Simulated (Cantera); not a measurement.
A closed system holds: 1 mol SiH2Cl2, a varied amount of O2, equilibrated at 625 °C and 0.510 bar.

These are equilibrium values from Cantera (NASA tables, ideal gas, pure condensed phases), not measurements of a reactor. Candidate condensed phases: H2O, Si, SiO2; 30 gas species. Rates play no part.

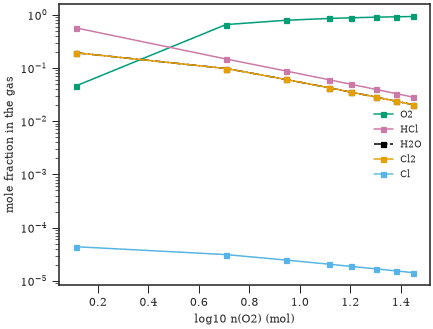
*Equilibrium gas composition (values under 1e-9 drawn at 1e-9)*

From 1.3 mol O2 to 28 mol O2 the condensed part is SiO2(β-quartz).
